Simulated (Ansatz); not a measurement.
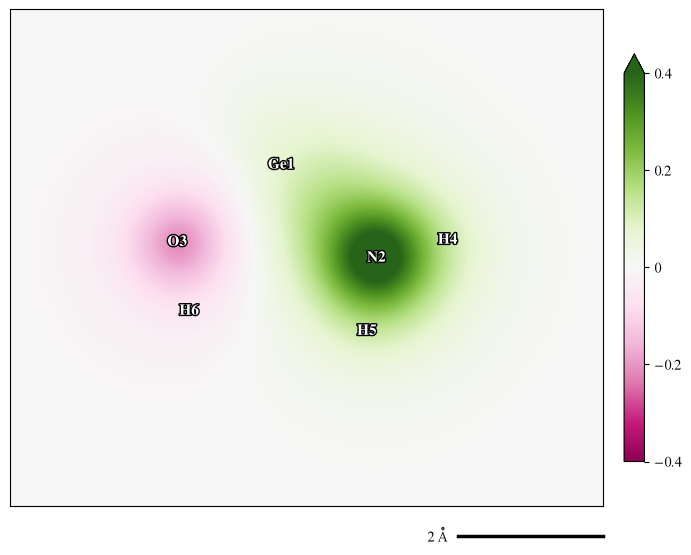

*GeH₃NO (SMILES [NH2][Ge][OH]). The HOMO−1 on a plane 0.8 Å above the molecular plane (values in Å⁻³ᐟ²; the overall sign is arbitrary).*

Geometry: PBE0-D4/def2-SVP.

Computed with isolated molecule in a Gaussian basis; Kohn-Sham density functional theory, functional PBE0 (Ansatz 0.2.0).

```csv
atom,x (Å),y (Å),z (Å)
Ge,1.1588,0.6181,0.5686
N,-0.6563,0.4064,0.5278
O,1.5635,-0.1360,-1.0063
H,-1.2421,0.7304,1.2907
H,-1.2098,-0.0243,-0.2080
H,0.8254,-0.4762,-1.5254
```

Question: What is the character of this orbital?

Answer: Its weight (Hirshfeld) is mainly on N2 (about 65 %), O3 (about 15 %) and Ge1 (about 15 %); it changes sign across the molecular plane (π type); π-antibonding (a node) across Ge1–O3. Its energy is −7.83 eV.
